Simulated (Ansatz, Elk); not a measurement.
# How far do independent atoms describe LuHg3?

Structure refinements treat a crystal as free atoms side by side. For a made-up structure of LuHg3 (cell and positions from a PBE relaxation) the runs below show what the calculated density changes in F(hkl).

Method: DFT, PBE, all-electron APW+lo, Dirac cores, scalar-relativistic bands, static density, no spin, in Elk 11.2.3 (patched build).

The structure was built from a prototype and need not be the compound's stable phase.

### 1. The structure

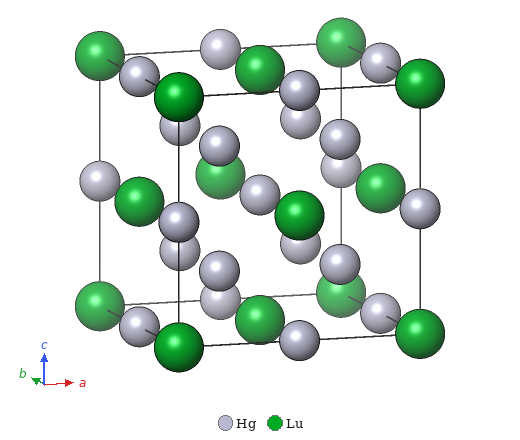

The starting structure, seen slightly off an axis (mercury light grey, lutetium green). This picture shows the conventional cell, with its axes. Some periodic images of atoms are drawn too.

### 2. Ground state and structure factors

An all-electron density is needed, since X-rays see the cores too. Task 0 finds the density and task 195 Fourier-transforms it; tshift is off so that phases refer to the origin typed.

Contents of elk.in:

```
tasks
  0
  195

xctype
  20

spinpol
  .false.

rgkmax
  7.0

gmaxvr
  14.0

lmaxo
  7

lmaxapw
  8

swidth
  0.002

tshift
  .false.

ramdisk
  .false.

hmaxvr
  5.5

maxscl
  120

epspot
  1e-06

sppath
  './'

avec
  -0.00000000000 6.80617751973 6.80617751973
  6.80617751973 0.00000000000 6.80617751973
  6.80617751973 6.80617751973 0.00000000000

atoms
  2
  'Hg.in'
  3
  0.7500000000 0.7500000000 0.7500000000   0.000000 0.000000 0.000000
  0.5000000000 0.5000000000 0.5000000000   0.000000 0.000000 0.000000
  0.2500000000 0.2500000000 0.2500000000   0.000000 0.000000 0.000000
  'Lu.in'
  1
  -0.0000000000 0.0000000000 0.0000000000   0.000000 0.000000 0.000000

ngridk
  6 6 6
```

Started as:

```console
$ OMP_NUM_THREADS=4 elk
```

Numbers of over 12 decimals in the logs are rounded to 6 here.

The log of the run:

```text
┌─────────────────────────┐
│ Elk code version 11.2.3 │
└─────────────────────────┘

All units are atomic (Hartree, Bohr, etc.)

┌─────────────────────────────────────────────────┐
│ Ground-state run starting from atomic densities │
└─────────────────────────────────────────────────┘

Lattice vectors :
  -0.000000000       6.806177520       6.806177520
   6.806177520       0.000000000       6.806177520
   6.806177520       6.806177520       0.000000000

Reciprocal lattice vectors :
 -0.4615795936      0.4615795936      0.4615795936
  0.4615795936     -0.4615795936      0.4615795936
  0.4615795936      0.4615795936     -0.4615795936

Unit cell volume      :    630.5794485
Brillouin zone volume :   0.3933686929

Muffin-tin inner radius fraction :   0.1000000000E-01

Nuclei treated as point charges

Species : 1 (Hg)
 parameters loaded from : Hg.in
 name : mercury
 nuclear charge    :   -80.00000000
 electronic charge :    80.00000000
 atomic mass :    365653.2015
 muffin-tin radius :    2.800000000
 number of radial points in muffin-tin :   1393
 inner part over the whole radius :   0.9911313582E-02
 number on inner part of muffin-tin    :   1000
 approximate nuclear radius :   0.1038385165E-03
 number of mesh points to nuclear radius :    524
 atomic positions (lattice), magnetic fields (Cartesian) :
  1 :  -0.25000000 -0.25000000 -0.25000000    0.00000000  0.00000000  0.00000000
  2 :   0.50000000  0.50000000  0.50000000    0.00000000  0.00000000  0.00000000
  3 :   0.25000000  0.25000000  0.25000000    0.00000000  0.00000000  0.00000000

Species : 2 (Lu)
 parameters loaded from : Lu.in
 name : lutetium
 nuclear charge    :   -71.00000000
 electronic charge :    71.00000000
 atomic mass :    318945.3298
 muffin-tin radius :    2.800000000
 number of radial points in muffin-tin :   1393
 inner part over the whole radius :   0.9962478555E-02
 number on inner part of muffin-tin    :    999
 approximate nuclear radius :   0.9954169502E-04
 number of mesh points to nuclear radius :    517
 atomic positions (lattice), magnetic fields (Cartesian) :
  1 :   0.00000000  0.00000000  0.00000000    0.00000000  0.00000000  0.00000000

Total number of atoms per unit cell :    4
Total muffin-tin volume :    367.8092903
 ratio of muffin-tin to unit cell volume :   0.5832877858

Spin treatment :
 spin-unpolarised

Number of Bravais lattice symmetries :   48
Number of crystal symmetries         :   48
Crystal has inversion symmetry
Real symmetric eigensolver will be used

k-point grid :      6     6     6
k-point offset :    0.000000000       0.000000000       0.000000000
k-point set is reduced with full crystal symmetry group
Total number of k-points :       16

Muffin-tin radius times maximum |G+k| :    7.000000000
 using average radius
Maximum |G+k| for APW functions       :    2.500000000
Maximum (1/2)|G+k|²                   :    3.125000000
Maximum |G| for potential and density :    14.00000000
Constant for pseudocharge density :   10
 order of it for each species :   17  17
 order of it for pair densities of each species (exact exchange by exxq0 0: 18) :   10  10
Radial integration step length :    1

G-vector grid sizes :     45    45    45
Number of G-vectors :    29123

Maximum angular momentum used for
 APW functions            :    8
 outer part of muffin-tin :    7
 inner part of muffin-tin :    2

Total nuclear charge    :   -311.0000000
Total core charge       :    232.0000000
Total valence charge    :    79.00000000
Total excess charge     :    0.000000000
Total electronic charge :    311.0000000

Effective Wigner radius, rₛ :   0.7851698320

Number of empty states         :     16
Total number of valence states :     56
Total number of core states    :    232

Third-order local-orbitals added for an l without core states : T
Total number of local-orbitals :     85

Exchange-correlation functional :     20     0     0
 Perdew-Burke-Ernzerhof, Phys. Rev. Lett. 77, 3865 (1996)
 gradient requirement :    1
[...]
xc potential                :     -1854.8524406002
 exchange                    :     -1403.7062927563
 correlation                 :     -19.010083023818
 electron entropic           :    -0.56109622854042E-03
 total energy                :     -73568.169663014

Density of states at Fermi energy :    40.89896650
 (states/Hartree/unit cell)

Estimated indirect band gap :   0.3398554769E-02
 from k-point 6 to k-point 16
Estimated direct band gap   :   0.2446068550E-01
 at k-point 8

Charges :
 core                        :    232.0000000
 valence                     :    79.00000000
 interstitial                :    5.224501852
 muffin-tins (core leakage)
  species : 1 (Hg)
   atom 1                    :    78.93338174     (  0.7577085860E-04)
   atom 2                    :    78.83167237     (  0.7512778569E-04)
[...]
species : 2 (Lu)
[...]
total in muffin-tins        :    305.7754981
 total calculated charge     :    310.9993528
 total charge                :    311.0000000
 error                       :   0.6471615993E-03

RMS change in Kohn-Sham potential (target) :   0.1788557608     (  0.1000000000E-05)
Absolute change in total energy (target)   :   0.8431590334     (  0.1000000000E-03)

[... loops 3 to 14 left out ...]

┌──────────────────┐
│ Loop number : 15 │
└──────────────────┘

Energies :
 Fermi                       :     0.241136
 sum of occupied eigenvalues :     -45268.923502175
 electron kinetic            :      84324.135036226
 core electron kinetic       :      83214.558813779
 Coulomb                     :     -156467.27097702
 Coulomb potential           :     -127730.19258703
 nuclear-nuclear             :     -6472.7643965849
 electron-nuclear            :     -172399.74239935
 Hartree                     :      22405.235818910
 Madelung                    :     -92602.174683510
 xc potential                :     -1862.8659513709
 exchange                    :     -1404.5037332262
 correlation                 :     -19.016203094082
 electron entropic           :    -0.47196542736089E-03
 total energy                :     -73566.656349085

Density of states at Fermi energy :    33.36584613
 (states/Hartree/unit cell)

Estimated indirect band gap :   0.4714577401E-02
 from k-point 6 to k-point 16
Estimated direct band gap   :   0.2179203464E-01
 at k-point 8

Charges :
 core                        :    232.0000000
 valence                     :    79.00000000
 interstitial                :    4.906966844
 muffin-tins (core leakage)
  species : 1 (Hg)
[...]
species : 2 (Lu)
[...]
total in muffin-tins        :    306.0930332
 total calculated charge     :    310.9993682
 total charge                :    311.0000000
 error                       :   0.6317877763E-03

RMS change in Kohn-Sham potential (target) :   0.2010727546E-06 (  0.1000000000E-05)
Absolute change in total energy (target)   :   0.5334372690E-04 (  0.1000000000E-03)

Convergence targets achieved

┌──────────────────┐
│ Loop number : 16 │
└──────────────────┘

Energies :
 Fermi                       :     0.241136
 sum of occupied eigenvalues :     -45268.923488362
 electron kinetic            :      84324.135043918
 core electron kinetic       :      83214.558812947
 Coulomb                     :     -156467.27096540
 Coulomb potential           :     -127730.19257910
 nuclear-nuclear             :     -6472.7643965849
 electron-nuclear            :     -172399.74238565
 Hartree                     :      22405.235816830
 Madelung                    :     -92602.174675852
 xc potential                :     -1862.8659531749
 exchange                    :     -1404.5037330809
 correlation                 :     -19.016203068517
 electron entropic           :    -0.47196527364829E-03
 total energy                :     -73566.656329601

Density of states at Fermi energy :    33.36583490
 (states/Hartree/unit cell)

Estimated indirect band gap :   0.4714579738E-02
 from k-point 6 to k-point 16
Estimated direct band gap   :   0.2179203038E-01
 at k-point 8

Charges :
 core                        :    232.0000000
 valence                     :    79.00000000
 interstitial                :    4.906966178
 muffin-tins (core leakage)
  species : 1 (Hg)
[...]
atom 2                    :    78.94888907     (  0.7040944340E-04)
   atom 3                    :    79.03838325     (  0.7061945696E-04)
  species : 2 (Lu)
   atom 1                    :    69.06737825     (  0.3143959759E-06)
 total in muffin-tins        :    306.0930338
 total calculated charge     :    310.9993682
 total charge                :    311.0000000
 error                       :   0.6317878305E-03

┌──────────────────────────────┐
│ Self-consistent loop stopped │
└──────────────────────────────┘

Wrote STATE.OUT
```

The job ended after 24 s (4 threads of Arm Neoverse V2, shared host; peak memory 0.2 GiB).

SFACRHO.OUT:

```text

h k l indices transformed by vhmat matrix:
   1.000000000       0.000000000       0.000000000    
   0.000000000       1.000000000       0.000000000    
   0.000000000       0.000000000       1.000000000    

      h      k      l  multipl.   |H|            Re(F)            Im(F)           |F|

      0      0      0      1   0.0000000       311.00000      0.24296276E-16   311.00000    
      1      1      1      8  0.79947931      -9.0586415      0.15748610E-12   9.0586415    
      0     -1     -1      6  0.92315919      -8.8844496      0.81590387E-13   8.8844496    
      1      2      1     12   1.3055442       264.83576     -0.15436327E-12   264.83576    
      0     -1     -2     24   1.5308863      -7.5692445     -0.14002530E-12   7.5692445    
     -2      0      0      8   1.5989586      -7.3429157      0.73422954E-13   7.3429157    
      2      2      0      6   1.8463184       239.97124     -0.14024097E-12   239.97124    
     -3     -1     -1     24   2.0119788      -6.8451908     -0.25378206E-12   6.8451908    
     -1      1      2     24   2.0642467      -6.8327859     -0.67278251E-13   6.8327859    
      2      3      3     24   2.2612690       222.37231     -0.25983195E-12   222.37231    
      3      1      3     24   2.3984379      -6.6676593      0.24503446E-12   6.6676593    
      0      0      3      8   2.3984379      -6.7061413      0.12257857E-12   6.7061413    
      0     -2      2     12   2.6110885       208.62278     -0.21762887E-13   208.62278    
     -4     -1     -2     48   2.7307417      -6.5165587     -0.23626766E-12   6.5165587    
     -1      3      0     24   2.7694776      -6.4786490     -0.12746259E-13   6.4786490    
      3      3      0      6   2.7694776      -6.5241129     -0.22419121E-12   6.5241129    
     -4     -1     -3     24   2.9192857       197.44213      0.23087968E-12   197.44213    
      4      1      0     24   3.0267798      -6.3858103      0.12250638E-12   6.3858103
```

Elk indexes on the primitive cell of elk.in and gives |H| = 4π sin θ/λ in inverse bohr. Below, one row stands for each form hkl of the conventional cell (m members, Friedel mates merged), F is for one primitive cell and the density is static (no thermal factor). Free-atom factors are Waasmaier and Kirfel's, and R is Σm||F|−|F'||/Σm|F|.

```tsv
hkl	m	sin θ/λ (Å⁻¹)	abs F, DFT	neutral atoms	diff.
111	8	0.120	9.059	9.120	-0.061
200	6	0.139	8.884	8.907	-0.023
220	12	0.196	264.836	265.410	-0.574
311	24	0.230	7.569	7.521	+0.048
222	8	0.240	7.343	7.399	-0.056
400	6	0.278	239.971	240.446	-0.475
331	24	0.303	6.845	6.877	-0.032
420	24	0.310	6.833	6.832	+0.001
422	24	0.340	222.372	222.624	-0.252
511	24	0.361	6.668	6.597	+0.070
333	8	0.361	6.706	6.597	+0.109
440	12	0.393	208.623	208.737	-0.114
531	48	0.411	6.517	6.416	+0.101
442	24	0.416	6.479	6.397	+0.082
600	6	0.416	6.524	6.397	+0.127
620	24	0.439	197.442	197.472	-0.030
533	24	0.455	6.386	6.280	+0.105
622	24	0.460	6.407	6.266	+0.140
```

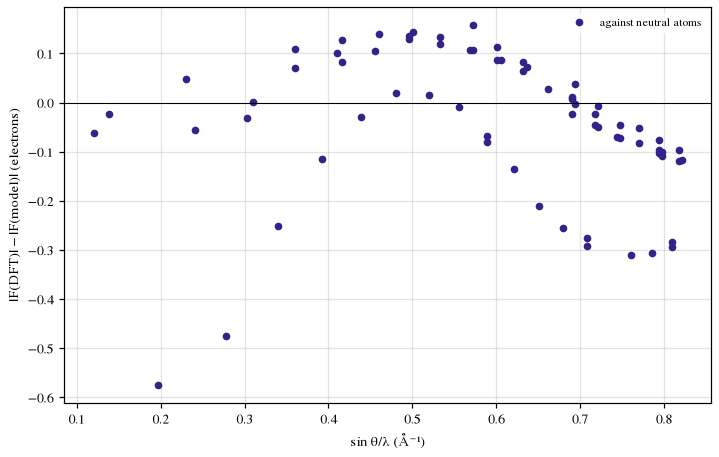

Difference between the calculated structure factors and the independent-atom ones.

### 3. The highest occupied states alone

An energy window below the Fermi level keeps the highest occupied states, to see at which angles they scatter; shallow core shells can lie inside it and anion s states outside. No new self-consistency is needed.

elk.in, as its differences from that of step 2:

```diff
@@ -1,3 +1,2 @@
 tasks
-  0
   195
@@ -40,2 +39,5 @@
 
+wsfac
+  -0.199860 0.541140
+
 sppath
```

Started as:

```console
$ OMP_NUM_THREADS=4 elk
```

The log of the run:

```text
┌─────────────────────────────────┐
│ Elk code version 11.2.3 started │
└─────────────────────────────────┘

Info(readinput): the functional depends on the density's gradient
 muffin-tin radial points multiplied by    2.00000
 (not where nrmtscf is given)

┌────────────────────┐
│ Current task : 195 │
└────────────────────┘

Info(sfacrho): density structure factors written to SFACRHO.OUT

 Energy window :  -0.1998600000      0.5411400000

┌──────────────────┐
│ Elk code stopped │
└──────────────────┘
```

The job ended after 10 s (4 threads; peak memory 0.16 GiB; 14 s of CPU time).

States within 12 eV below the Fermi level hold 53.00 electrons; any levels below the window count with the cores. Their amplitudes can exceed the total, where window and core parts have opposite phase:

```tsv
hkl	sin θ/λ (Å⁻¹)	abs F, window	abs F, all
111	0.120	5.410	9.059
200	0.139	5.695	8.884
220	0.196	26.018	264.836
311	0.230	7.298	7.569
222	0.240	7.516	7.343
400	0.278	16.494	239.971
331	0.303	7.739	6.845
420	0.310	7.694	6.833
422	0.340	11.532	222.372
511	0.361	7.340	6.668
```

### 4. Another functional

The difference from free atoms is small, so it is set against the change that LDA (Perdew-Wang) makes.

elk.in, as its differences from that of step 3:

```diff
@@ -1,2 +1,3 @@
 tasks
+  0
   195
@@ -4,3 +5,3 @@
 xctype
-  20
+  3
 
@@ -39,5 +40,2 @@
 
-wsfac
-  -0.199860 0.541140
-
 sppath
```

Started as:

```console
$ OMP_NUM_THREADS=4 elk
```

The log of the run:

```text
┌─────────────────────────┐
│ Elk code version 11.2.3 │
└─────────────────────────┘

All units are atomic (Hartree, Bohr, etc.)

┌─────────────────────────────────────────────────┐
│ Ground-state run starting from atomic densities │
└─────────────────────────────────────────────────┘

Lattice vectors :
  -0.000000000       6.806177520       6.806177520
   6.806177520       0.000000000       6.806177520
   6.806177520       6.806177520       0.000000000

Reciprocal lattice vectors :
 -0.4615795936      0.4615795936      0.4615795936
[...]
valence                     :    79.00000000
 interstitial                :    4.867990892
 muffin-tins (core leakage)
  species : 1 (Hg)
[...]
atom 3                    :    79.04308624     (  0.6386637843E-04)
  species : 2 (Lu)
   atom 1                    :    69.08718462     ( -0.4407390499E-05)
 total in muffin-tins        :    306.1320091
 total calculated charge     :    310.9993678
 total charge                :    311.0000000
 error                       :   0.6321560418E-03

┌──────────────────────────────┐
│ Self-consistent loop stopped │
└──────────────────────────────┘

Wrote STATE.OUT
[key lines of the parts left out:]
total energy                :     -73525.535747046
```

It took 14 s on 4 threads; peak memory 0.16 GiB.

Against the first run R = 0.01 %; the largest change is -0.052 at 400.

### 5. A coarser k-mesh

About half the k-points along each axis test the sampling.

elk.in, as its differences from that of step 4:

```diff
@@ -5,3 +5,3 @@
 xctype
-  3
+  20
 
@@ -60,2 +60,2 @@
 ngridk
-  6 6 6
+  3 3 3
```

Started as:

```console
$ OMP_NUM_THREADS=4 elk
```

The log of the run:

```text
┌─────────────────────────┐
│ Elk code version 11.2.3 │
└─────────────────────────┘

All units are atomic (Hartree, Bohr, etc.)

┌─────────────────────────────────────────────────┐
│ Ground-state run starting from atomic densities │
└─────────────────────────────────────────────────┘

Lattice vectors :
  -0.000000000       6.806177520       6.806177520
   6.806177520       0.000000000       6.806177520
   6.806177520       6.806177520       0.000000000

Reciprocal lattice vectors :
 -0.4615795936      0.4615795936      0.4615795936
[...]
valence                     :    79.00000000
 interstitial                :    4.882838543
 muffin-tins (core leakage)
  species : 1 (Hg)
[...]
atom 3                    :    79.05794846     (  0.7066638267E-04)
  species : 2 (Lu)
   atom 1                    :    69.03551054     (  0.3136202480E-06)
 total in muffin-tins        :    306.1171615
 total calculated charge     :    310.9991522
 total charge                :    311.0000000
 error                       :   0.8478278480E-03

┌──────────────────────────────┐
│ Self-consistent loop stopped │
└──────────────────────────────┘

Wrote STATE.OUT
[key lines of the parts left out:]
total energy                :     -73566.647963417
```

Elapsed: 18 s, on 4 threads; peak memory 0.21 GiB.

Against the first run R = 0.01 %; the largest change is +0.027 at 111.

### 6. Basis size

A smaller basis shows how fast F responds to it; the change is likely larger than the basis error of the first run, but doesn't show convergence.

elk.in, as its differences from that of step 5:

```diff
@@ -11,3 +11,3 @@
 rgkmax
-  7.0
+  5.5
 
@@ -60,2 +60,2 @@
 ngridk
-  3 3 3
+  6 6 6
```

Started as:

```console
$ OMP_NUM_THREADS=4 elk
```

The log of the run:

```text
┌─────────────────────────┐
│ Elk code version 11.2.3 │
└─────────────────────────┘

All units are atomic (Hartree, Bohr, etc.)

┌─────────────────────────────────────────────────┐
│ Ground-state run starting from atomic densities │
└─────────────────────────────────────────────────┘

Lattice vectors :
  -0.000000000       6.806177520       6.806177520
   6.806177520       0.000000000       6.806177520
   6.806177520       6.806177520       0.000000000

Reciprocal lattice vectors :
 -0.4615795936      0.4615795936      0.4615795936
[...]
valence                     :    79.00000000
 interstitial                :    5.135742474
 muffin-tins (core leakage)
  species : 1 (Hg)
[...]
atom 3                    :    78.97941305     (  0.7082028417E-04)
  species : 2 (Lu)
   atom 1                    :    69.01385318     (  0.3220067626E-06)
 total in muffin-tins        :    305.8642575
 total calculated charge     :    310.9994643
 total charge                :    311.0000000
 error                       :   0.5357413972E-03

┌──────────────────────────────┐
│ Self-consistent loop stopped │
└──────────────────────────────┘

Wrote STATE.OUT
[key lines of the parts left out:]
total energy                :     -73566.425739277
```

Elapsed: 22 s, on 4 threads; peak memory 0.19 GiB; 55 s of CPU time.

Against the first run R = 0.02 %; the largest change is +0.142 at 400.

### 7. Settings against the effect

```tsv
run	R against the first run (%)	R against neutral atoms, low angle (%)	wall time
PBE, rgkmax 7	0.00	0.24	24 s
LDA (Perdew-Wang)	0.01	0.25	14 s
k-mesh 3×3×3	0.01	0.23	18 s
rgkmax 5.5	0.02	0.23	22 s
```

### 8. What came out

| Item | Value |
| --- | --- |
| R against neutral atoms, sin θ/λ < 0.3 Å⁻¹ | 0.24 % |
| R against neutral atoms, 0.3 to 0.82 Å⁻¹ | 0.25 % |

Independent neutral atoms miss the calculated amplitudes by R = 0.24 % below 0.3 Å⁻¹ and 0.25 % from there to 0.82 Å⁻¹; by shells, 0.50 % below 0.15 Å⁻¹ (2 forms), 0.23 % 0.15 to 0.3 (4 forms), 0.14 % 0.3 to 0.45 (10 forms), 0.27 % above 0.45 (53 forms). Bonding, aspherical density and the tables' own atoms all enter these figures, and the runs don't part them. The largest change of an amplitude is -0.57 electrons, at 220. The window's part falls from 53.0 electrons at the origin to at most 6.21 between 0.45 and 0.82 Å⁻¹, where compact states inside the window still scatter. Below 0.3 Å⁻¹ the changes that finished (LDA (Perdew-Wang), k-mesh 3×3×3 and rgkmax 5.5) move F by R = 0.03 % at most, against the 0.24 % that separates it from free atoms. Spin-orbit coupling is left out, which can matter for elements this heavy. Part of the difference isn't bonding: the tables are fits to free atoms and ions calculated by other methods than this functional. Thermal motion, anomalous dispersion and extinction are left out.

[Logs are printed without paths, hosts, clocks, repeated set-up lines and the standing remarks that a program may print on its own settings, such as how far it seeks lower states.]

[Hosts, paths, dates, database ids (printed as entryN), source tags and the programs' standing remarks are cut or masked in the printed files.]
